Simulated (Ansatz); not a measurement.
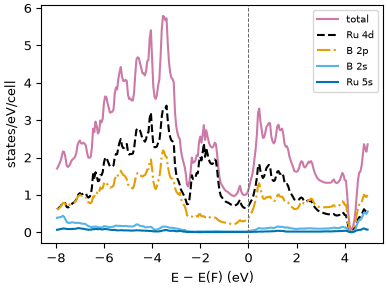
Figure. Total and projected density of states of B2Ru in space group Pmmn (No. 59; B on 4e, Ru on 2a), plane-wave PAW LDA (Ansatz code)

Task: Which orbitals carry the states next to the Fermi level?

Result: Within 0.5 eV of the Fermi level: Ru 4d 60 %, B 2p 35 %. Projections are on Löwdin-orthogonalised atomic valence shells; empty p or d shells of many metals are not among them.

Task: Where is the tallest occupied peak in this window, and what makes it?

Result: Near -3.5 eV, about 5.8 states/eV per cell; the largest projected share is Ru 4d.

The workflow started from a Materials Project entry (that database holds measured and hypothetical structures alike); the Crystallography Open Database files this formula in space group No. 59, but the cells were not matched. Its standing as an ambient phase is unchecked. The cell was relaxed with LDA under the symmetry of its start; whether a distortion lowers the energy is not shown. The run is not spin-polarised. Spin–orbit coupling is left out wherever it is not named.

Potentials: the later of the program's two PAW sets.
